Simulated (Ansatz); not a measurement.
The starting structures come from a database of crystals and need not be the phases stable at ambient conditions.

 Where the default PAW files enter, the runs use the earlier of Ansatz's two default sets.

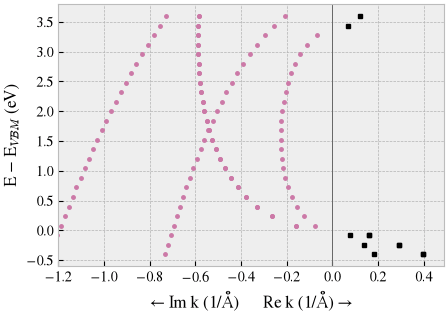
*Complex bands at the centre of the two-dimensional zone; r2SCAN (Ansatz, a program for electronic structure)*

The gap is the functional's own. No spin-orbit coupling. Mid-gap values are interpolated on the energy grid.

Problem. This is MgSe (F-43m, zinc blende, not sure to be the ambient phase, 2 atoms a cell, 26.2 Å³ an atom) along the normal of (001). Read off the slowest decay at the centre of the two-dimensional zone at 1.68 eV, the computed energy nearest the middle of the gap.

Solution. κ ≈ 0.23 1/Å, a decay length 1/(2κ) of the density of 2.2 Å.
